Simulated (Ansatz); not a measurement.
SiC, pressure series

Start from SiC in the zinc blende structure (space group F-43m, No. 216; a = 4.3798 Å).

Cell and atoms are relaxed at each pressure.

Method: PBE (Ansatz, a quantum-chemistry and plane-wave program; PAW; 420 eV plane waves; scalar-relativistic without spin-orbit coupling).

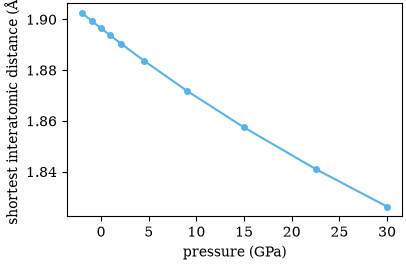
*Shortest interatomic distance against pressure*

| pressure (GPa) | shortest interatomic distance |
|---|---|
| -2 | 1.902 Å |
| -1 | 1.899 Å |
| 0.9 | 1.894 Å |
| 2.1 | 1.890 Å |
| 4.5 | 1.884 Å |
| 9 | 1.872 Å |
| 15 | 1.857 Å |
| 22.5 | 1.841 Å |
| 30 | 1.826 Å |

Load acts through the strain it causes; cell and atoms are relaxed under it. Stability against distortions was not tested. Competing high-pressure phases were not computed.
